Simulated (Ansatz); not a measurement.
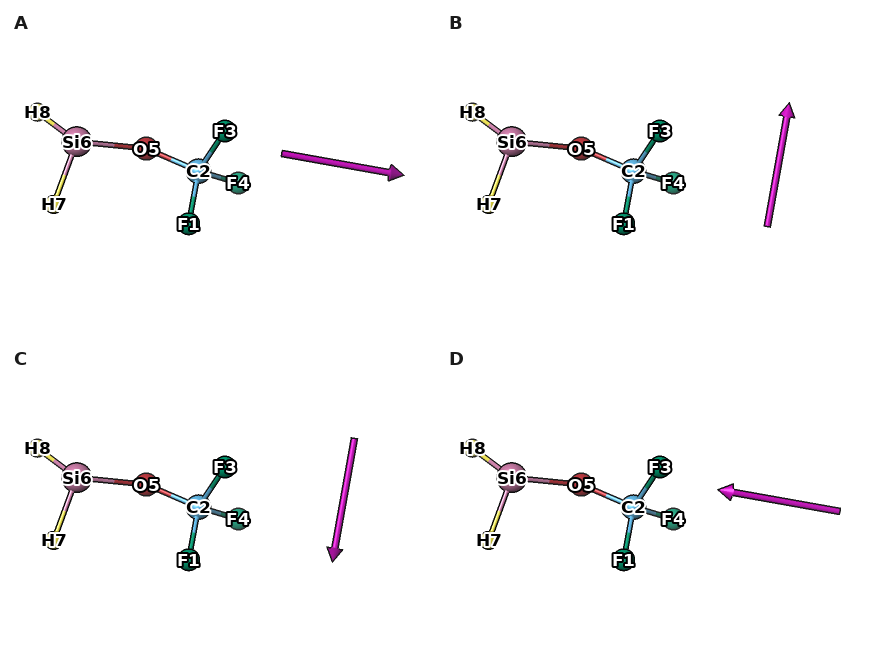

The same molecule four times, each with an arrow. Charge 0, doublet. Computed geometry: PBE-D4/def2-SVP optimisation. No frequency run is at hand to confirm it as a minimum. Properties computed with UKS PBE-D4/def2-SVP (Ansatz 0.2.0).

### Which arrow points along the dipole moment, from the negative to the positive end?

D. The dipole moment is 2.03 D; it points from the side of F4 to the side of H8 (the outermost atoms at the two ends).
